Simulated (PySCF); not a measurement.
**C4H8F2Si: density, localisation and related maps**

```yaml
atoms:
  - { symbol: F, position_ang: [-1.5350, 0.3762, 1.2399] }
  - { symbol: C, position_ang: [-1.2033, 0.4036, -0.1019] }
  - { symbol: C, position_ang: [-0.7205, -0.9845, -0.5069] }
  - { symbol: C, position_ang: [0.5732, -1.2837, 0.2658] }
  - { symbol: Si, position_ang: [1.4496, 0.3984, 0.4962] }
  - { symbol: C, position_ang: [-0.0231, 1.3503, -0.3038] }
  - { symbol: F, position_ang: [-0.2801, 2.5960, 0.2309] }
  - { symbol: H, position_ang: [-2.1105, 0.7222, -0.6295] }
  - { symbol: H, position_ang: [-1.4915, -1.7259, -0.2931] }
  - { symbol: H, position_ang: [-0.5358, -0.9801, -1.5818] }
  - { symbol: H, position_ang: [0.3189, -1.7087, 1.2367] }
  - { symbol: H, position_ang: [1.1653, -2.0311, -0.2582] }
  - { symbol: H, position_ang: [1.6269, 0.8029, 1.8852] }
  - { symbol: H, position_ang: [2.6532, 0.5594, -0.3217] }
  - { symbol: H, position_ang: [0.1081, 1.5131, -1.3799] }
```

Geometry: GFN2-xTB.

Level of theory: PBE0/pcSseg-1, SCF density, gas phase, non-relativistic (PySCF 2.14.0).

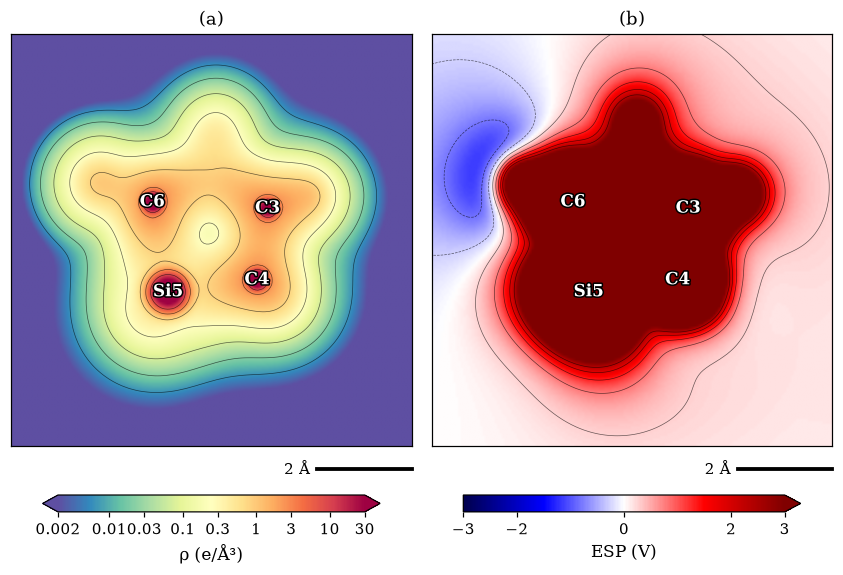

Figure 1. (a) total electron density; (b) electrostatic potential on the plane of atoms C4, Si5 and C6.

### Read the bonding off the picture.

- The section cuts through C and Si sites.
- C–C (1.54 Å): ρ is about 1.6 e/Å³ halfway.
- C–Si (1.91 Å): ρ at the midpoint is about 0.91 e/Å³.
- Outside the dense part of the molecule the potential is most negative (−1.1 V) near F7, which lies off the plane.

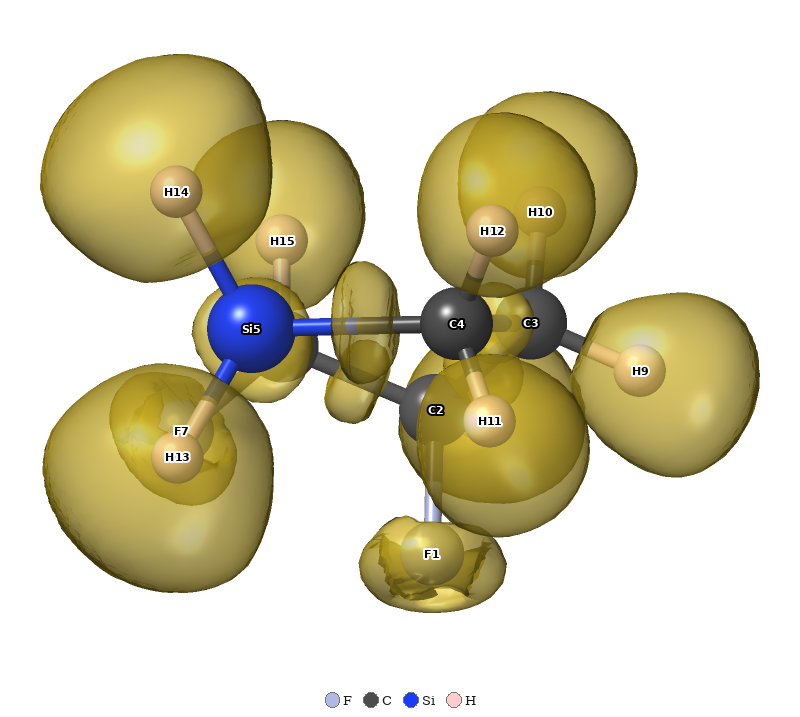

Figure 2. Isosurface of the ELF at 0.85 (yellow), seen from one side. Core shells and regions of very low density are left out.

### Describe the localisation domains.

The ELF exceeds this value in three regions between bonded C–C atoms (shared pairs), two regions between bonded C–Si atoms (shared pairs), eight regions around hydrogen nuclei and two regions wrapped around F (its lone pairs, merged into a ring or cap). Profiles from the grid: C–F (1.38 Å): the ELF peaks at about 0.85 between the atoms; a shared but strongly polarised pair. C–C (1.52 Å): the ELF peaks at about 0.95 between the atoms: a covalent bond.

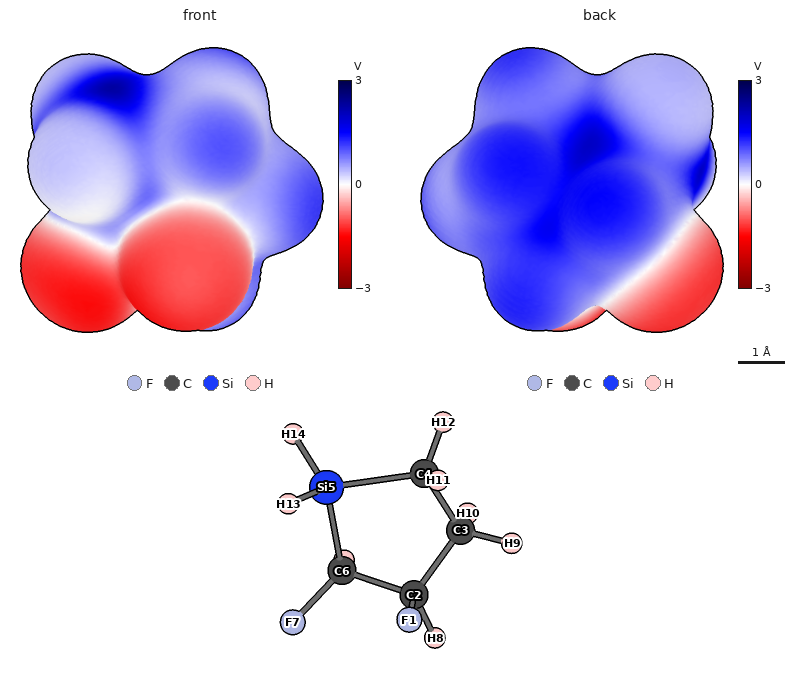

Figure 3. The electrostatic potential painted on the density surface at 0.004 e/bohr³, seen from the front and from behind; the colour scale runs from red (negative) to blue (positive). The bare structure is drawn below in the same view.

### Describe the electrostatic potential map.

The most negative region (about −1.4 V, or −32 kcal/mol for a unit charge) lies over F1 and F7, the most positive (about +2.0 V, or +46 kcal/mol for a unit charge) over Si5.
